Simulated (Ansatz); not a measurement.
Si2H7F: several calculations on one system

### Relaxation

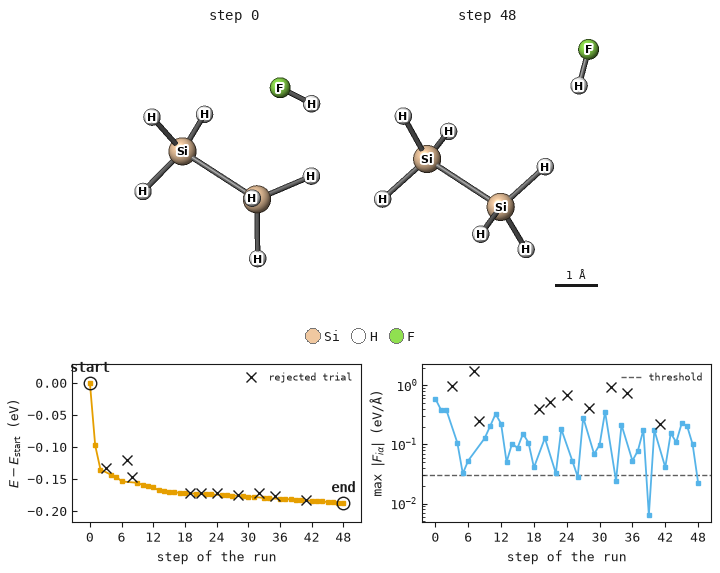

First and last geometry of a relaxation of Si₂H₇F, with the history of the run. A ball-and-stick model, seen at a tilt.

The run prepares an end point of a later path (reaction) calculation, from a guessed geometry.

Computed with RHF/def2-SVPD (Ansatz 0.2.0). Set-up: no spin polarisation; force threshold 0.03 eV/Å; at most 50 steps.

**Did the run converge, and what did it change?**

It converged. The energy falls by 0.188 eV in 38 accepted moves (48 points after the start). Largest force component: 0.59 eV/Å at the start, 0.023 eV/Å at the end. The line search rejected the trial steps at points 3, 7, 8, 19, 21, 24, 28, 32 and more of the run. The forces were under the threshold at step 26, but the run went on from there. The atom that moves furthest after the best rigid fit is the F atom (1.62 Å). By element the largest moves are F 1.62 Å, H 1.07 Å, Si 0.29 Å. Among the contacts that change: H–Si 1.472 → 1.490 Å, F–H 0.908 → 0.901 Å, Si–Si 2.376 → 2.371 Å. Groups turn about Si–Si by about 45°. Cost: 52 s on 4 threads of Intel(R) Xeon(R) CPU @ 2.60GHz (Ice Lake), with other jobs on the host, peak memory 0.31 GiB.

```tsv
step	E − E(0), eV	largest force component, eV/Å	note
0	0.0000	0.5918	
1	-0.0974	0.3878	
2	-0.1350	0.3818	
3	-0.1325	0.9788	rejected
4	-0.1430	0.1070	
5	-0.1461	0.0322	
6	-0.1535	0.0534	
7	-0.1202	1.7528	rejected
8	-0.1469	0.2513	rejected
9	-0.1557	0.1274	
10	-0.1593	0.2047	
12	-0.1630	0.2233	
14	-0.1688	0.1029	
16	-0.1706	0.1517	
18	-0.1720	0.0407	
20	-0.1725	0.1284	
22	-0.1733	0.0325	
24	-0.1708	0.6947	rejected
26	-0.1753	0.0284	
28	-0.1755	0.4152	rejected
30	-0.1773	0.0988	
32	-0.1724	0.9544	rejected
34	-0.1799	0.2145	
36	-0.1808	0.0530	
38	-0.1814	0.1769	
40	-0.1832	0.1743	
42	-0.1837	0.0411	
44	-0.1848	0.1092	
46	-0.1863	0.2035	
48	-0.1876	0.0225
```

Limits of the set-up: Hartree-Fock leaves out electron correlation.

### Relaxation

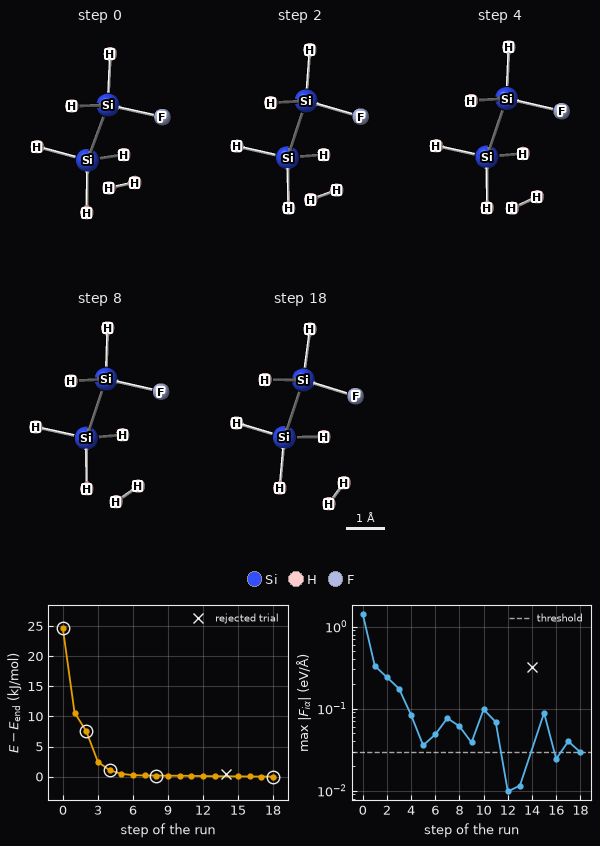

Frames of a relaxation of Si₂H₇F, marked on the history of the run. The picture is a ball-and-stick view, seen from a free direction.

The run prepares an end point of a later path (reaction) calculation, from a guessed geometry.

Theory: Ansatz 0.2.0, RHF/def2-SVPD. Set-up: no spin polarisation; force threshold 0.03 eV/Å; at most 50 steps.

**Describe the path.**

The atom that moves furthest after the best rigid fit is an H atom (1.43 Å). Largest moves by element: H 1.43 Å, Si 0.35 Å, F 0.25 Å. Near-neighbour distances that change, for instance: H–H 0.711 → 0.748 Å, F–Si 1.612 → 1.632 Å. Among the angles between lasting bonds that change: H–Si–Si 109.4° → 112.0°. Over 17 accepted moves (18 points after the start) the energy falls by 24.6 kJ/mol. The largest force component goes from 1.4 to 0.029 eV/Å. The line search rejected the trial step at point 14 of the run. The forces were under the threshold at step 12, but the run went on from there. From step 0 to 2: an H atom moves most (0.38 Å), energy −17.0 kJ/mol. From step 2 to 4: an H atom moves most (0.36 Å), energy −6.49 kJ/mol. From step 4 to 8: an H atom moves most (0.45 Å), energy −0.91 kJ/mol. From step 8 to 18: an H atom moves most (0.34 Å), energy −0.17 kJ/mol.

Limits of the set-up: Hartree-Fock leaves out electron correlation.

### Path

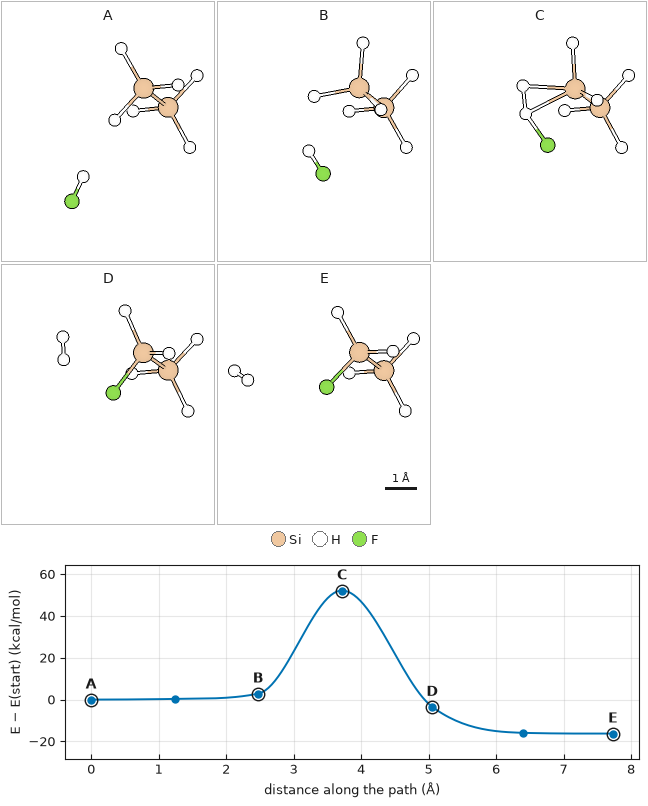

A nudged-elastic-band calculation for Si2H7F. Images are numbered from 0 (start) to 6 (end). Frames A to E are images 0, 2, 3, 4, 6. Style: ball-and-stick. Shown from a free direction.

Theory: Ansatz 0.2.0, RHF/def2-SVPD. Settings: 5 movable images; climbing image; force threshold 0.05 eV/Å; iteration limit 60; starting path through a guess of the saddle point.

What happens along the path, and what is the barrier?

Answer. Breaking: F–H (0.90 → 2.92 Å), H–Si (1.49 → 4.34 Å). Forming: H–H (2.11 → 0.75 Å), F–Si (4.36 → 1.63 Å). The energy climbs by 52.2 kcal/mol to image 3 and then falls by 68.4 kcal/mol, so the end point sits at −16.2 kcal/mol. The band converged in 24 iterations. The largest component of the band force went from 23 to 0.036 eV/Å. The climbing image converged on the top of the path. Its vibrational analysis gives one imaginary mode (1459i cm⁻¹), as a transition state must have.

Limits of the set-up: Hartree-Fock leaves out electron correlation.

Cost: 110 s on 4 threads of Intel(R) Xeon(R) CPU @ 2.60GHz (Ice Lake), with other jobs on the host, peak memory 0.31 GiB.
